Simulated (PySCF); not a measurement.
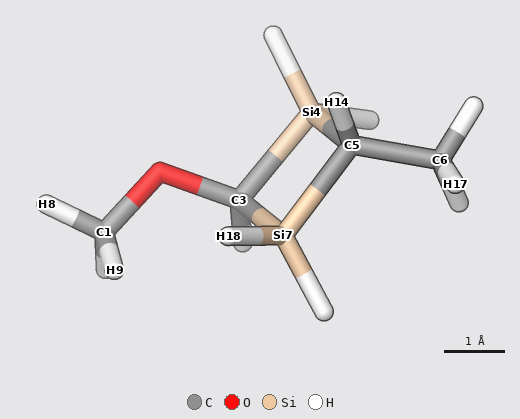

The input geometry (stick view, seen at a tilt; atoms are numbered from 1 in the order of the input).

## C4H12OSi2: NMR shielding calculation

- system: C4H12OSi2
- method: GIAO WP04/pcSseg-1 NMR shielding, non-relativistic, gas phase (PySCF 2.14.0)

The geometry comes from this level: GFN2-xTB. It belongs to a series of runs on one base structure; here: WP04/pcSseg-1; level_shift 0.3. Figures and captions count atoms from 1; the log counts them from 0 in places.

The input:
```
{"job": {"kind": "nmr", "xc": "WP04", "basis": "pcSseg-1", "pop": true, "scf": {"level_shift": 0.3}}, "charge": 0, "multiplicity": 1}
C      3.083490    -0.239652     0.585416
O      2.022379     0.659405     0.449964
C      0.756396     0.086940     0.783151
Si    -0.639058     1.406566     0.580939
C     -1.336828     0.316926    -0.851728
C     -2.794243    -0.119986    -0.745940
Si    -0.001112    -1.047838    -0.592351
H      3.988931     0.287907     0.288191
H      2.943620    -1.122158    -0.053450
H      3.184535    -0.580407     1.625425
H      0.831469    -0.368365     1.780904
H     -1.535684     1.489445     1.738308
H     -0.154383     2.730968     0.208003
H     -1.210568     0.811339    -1.818324
H     -2.979680    -0.618414     0.202828
H     -3.461756     0.738074    -0.811942
H     -3.052014    -0.812599    -1.546424
H      0.863410    -1.287941    -1.748376
H     -0.518706    -2.320957    -0.082054
```

The first line tells a small driver script what to run in PySCF; the rest is the geometry in Å.

Machine: 1 CPU thread, shared host.

Command:
```bash
OMP_NUM_THREADS=1 python <driver script> task.json out
```

Log:
```
final grid: 144360 points
cycle   1  E = -825.8137894585  dE =  4.047e-01  |g| = 8.695e-01  |ddm| = 3.775e+00
cycle   2  E = -825.8431131005  dE = -2.932e-02  |g| = 8.663e-01  |ddm| = 1.097e+00
cycle   3  E = -825.9615032590  dE = -1.184e-01  |g| = 1.911e-01  |ddm| = 3.394e-01
cycle   4  E = -825.9697008373  dE = -8.198e-03  |g| = 4.649e-02  |ddm| = 1.534e-01
cycle   5  E = -825.9701807340  dE = -4.799e-04  |g| = 7.128e-03  |ddm| = 5.391e-02
cycle   6  E = -825.9701995557  dE = -1.882e-05  |g| = 3.608e-03  |ddm| = 1.605e-02
cycle   7  E = -825.9702035930  dE = -4.037e-06  |g| = 1.219e-03  |ddm| = 6.333e-03
cycle   8  E = -825.9702042472  dE = -6.542e-07  |g| = 3.434e-04  |ddm| = 2.700e-03
cycle   9  E = -825.9702043564  dE = -1.093e-07  |g| = 1.686e-04  |ddm| = 1.263e-03
cycle  10  E = -825.9702043828  dE = -2.636e-08  |g| = 7.642e-05  |ddm| = 5.953e-04
cycle  11  E = -825.9702043891  dE = -6.263e-09  |g| = 3.938e-05  |ddm| = 2.920e-04
cycle  12  E = -825.9702043907  dE = -1.638e-09  |g| = 1.825e-05  |ddm| = 1.463e-04
cycle  13  E = -825.9702043911  dE = -3.979e-10  |g| = 9.861e-06  |ddm| = 7.207e-05
level shift removed, Fock matrix diagonalised once more
converged SCF energy = -825.9702043911

GIAO shielding tensors (ppm)
atom      isotropic    diamagn.    paramagn.     s11        s22        s33       span
  0 C      110.270     244.307    -134.038     78.368     83.791    168.650     90.282
  1 O      305.965     399.870     -93.905    277.738    310.512    329.644     51.907
  2 C       98.579     259.136    -160.558     54.713     87.338    153.685     98.972
  3 Si     355.819     884.598    -528.779    328.497    333.970    404.992     76.495
  4 C      162.819     261.211     -98.392    140.229    172.818    175.409     35.180
  5 C      156.763     243.097     -86.334    145.753    153.210    171.326     25.573
  6 Si     363.174     885.712    -522.537    327.697    348.302    413.525     85.828
  7 H       28.409      27.957       0.451     24.584     25.781     34.861     10.276
  8 H       29.070      30.990      -1.919     25.678     27.843     33.689      8.011
  9 H       29.059      28.987       0.072     25.763     26.632     34.782      9.019
 10 H       28.369      34.642      -6.272     25.405     28.105     31.598      6.192
 11 H       28.017      31.698      -3.680     25.126     26.473     32.454      7.327
 12 H       27.821      31.551      -3.730     24.941     26.040     32.481      7.540
 13 H       30.628      33.886      -3.258     26.717     30.180     34.986      8.269
 14 H       30.831      30.475       0.356     27.082     29.707     35.704      8.622
 15 H       30.716      27.518       3.198     26.124     28.412     37.612     11.488
 16 H       30.708      28.085       2.623     26.128     28.480     37.516     11.388
 17 H       27.802      32.666      -4.864     24.380     26.747     32.281      7.901
 18 H       28.083      32.591      -4.508     24.963     26.769     32.516      7.553
```

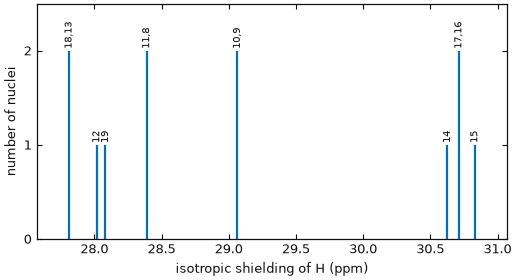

Isotropic shieldings of the hydrogen nuclei in this fixed geometry, labelled by atom number; shielding grows to the right, so chemical shift grows to the left. The least shielded is H18 (27.8 ppm), the most shielded H15 (30.8 ppm).

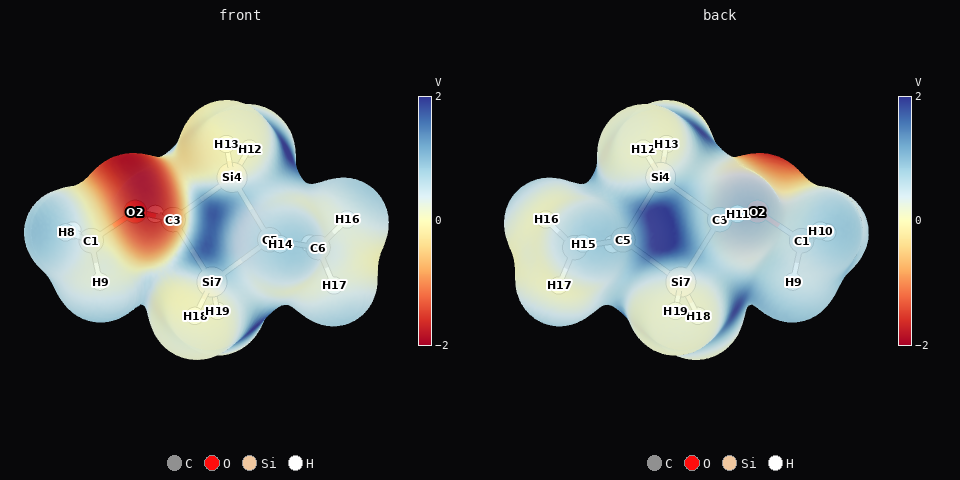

The molecular electrostatic potential painted on the density surface at 0.004 e/bohr³, seen face on and from behind; the colour scale runs from red (negative) to blue (positive). Its dipole moment is 1.00 D.

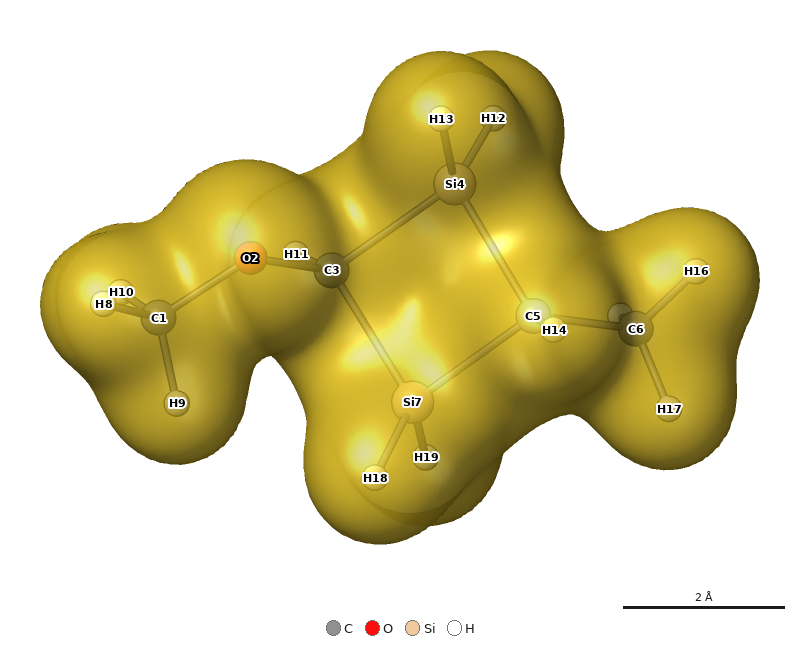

Isosurface of the electron density at 0.1 e/Å³ (yellow), seen at a tilt. At this value the surface is in one piece. On the grid the lowest density along these lines, outside the cores, is 1.9 e/Å³ (C–O, 1.40 Å), 1.6 e/Å³ (C–C, 1.53 Å), 0.75 e/Å³ (C–Si, 1.93 Å) and 1.9 e/Å³ (C–H, 1.09 Å).

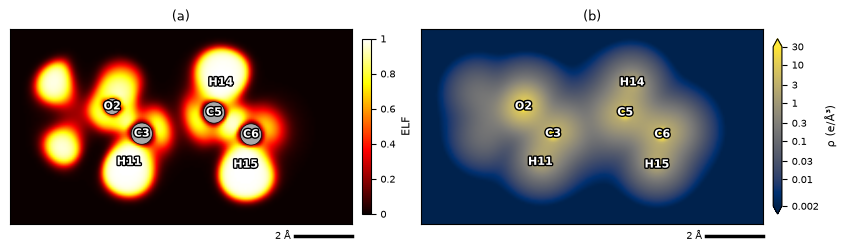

(a) electron localisation function; (b) electron density on the plane of atoms C6, C5 and H14. Grey discs, where drawn, cover atomic cores. Atoms in the plane: O, C and H.

Key numbers:

```csv
quantity,value
outcome,converged
total energy,−825.970204 hartree
HOMO,−7.80 eV
LUMO,−1.74 eV
dipole moment,1.00 D
"isotropic shielding, C",98.6 to 162.8 ppm
"isotropic shielding, O",306.0 ppm
"isotropic shielding, Si",355.8 to 363.2 ppm
"isotropic shielding, H",27.8 to 30.8 ppm
wall time,46 s
peak memory,0.84 GiB
```

Remarks:

Settings chosen away from the usual ones: WP04/pcSseg-1; level_shift 0.3.
